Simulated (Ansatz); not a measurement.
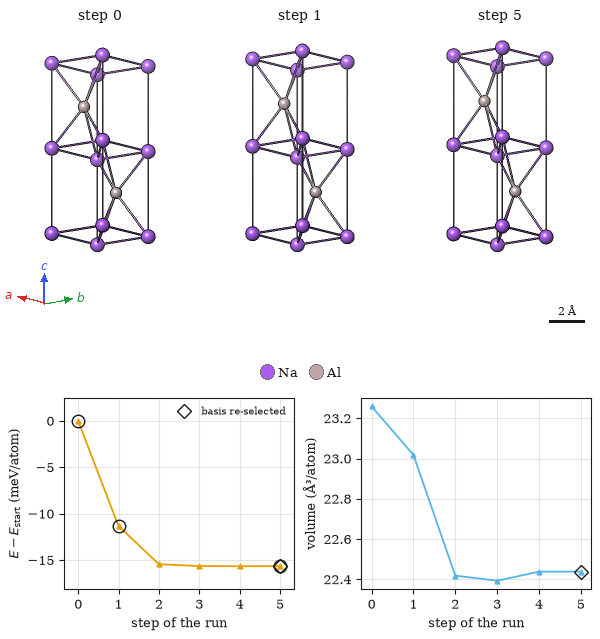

Frames of a relaxation of a crystal of NaAl (a generated structure, set up in P6_3/mmc), marked on the history of the run. The picture is a ball-and-stick view of the cell of the calculation, seen from a free direction.

Theory: Ansatz, DFT PBE, scalar-relativistic, plane waves, PAW.

Input file:
```yaml
crystal:
  lattice:
    - [3.2079029762, 0.0, 0.0]
    - [-1.6039514881, 2.7781254703, 0.0]
    - [0.0, 0.0, 10.4395726362]
  atoms:
    - { symbol: Na, position: [0.0, 0.0, 0.0] }
    - { symbol: Na, position: [0.0, 0.0, 0.5] }
    - { symbol: Al, position: [0.3333333333, 0.6666666667, 0.25] }
    - { symbol: Al, position: [0.6666666667, 0.3333333333, 0.75] }
basis:
  ecutwfc: 420
kpoints:
  mp_grid: { grid: [18, 18, 6] }
hamiltonian:
  xc: pbe
scf:
  occupations: { method: gaussian, width: 0.1 }
output:
  forces: true
  stress: true
  eigenvalues: true
relax:
  adjacent_minimum: "off"
  f_tol: 0.01
  max_steps: 80
  cell: { stress_tol: 0.05 }
```

Command:
```bash
ansatz run input.yaml --threads 1 --pin off --max-ram 2048MiB --backend cpu --events-out ev --progress --plain --runs-dir out
```

Question: What happens along the run?

Answer: The atoms keep their places relative to the cell (all moves are under 0.005 Å). The volume changes by −3.5 %, with a = b 3.208 → 3.079 Å (−4.0 %), c 10.440 → 10.935 Å (+4.7 %). Some distances before and after: Na1–Na1 3.208 → 3.079 Å, Na1–Al3 3.200 → 3.261 Å. Bond angles that change, for instance: Na1–Al3–Na2 109.3° → 113.9°, Na1–Al3–Na1 60.2° → 56.3°, Na1–Al3–Na2 146.4° → 148.4°. The space group stays P6_3/mmc (No. 194). The energy falls by 15.7 meV per atom in 4 accepted moves (5 points after the start). All forces vanish by symmetry, so only the cell relaxes. The pressure goes from −0.40 to −0.01 GPa. The SCF was repeated once at an unchanged geometry on a basis and grid sized afresh for the cell, which shifted the energy by less than 0.05 meV per atom at most. From step 0 to 1: volume −1.0 %, energy −11.3 meV per atom. From step 1 to 5: volume −2.5 %, energy −4.3 meV per atom.
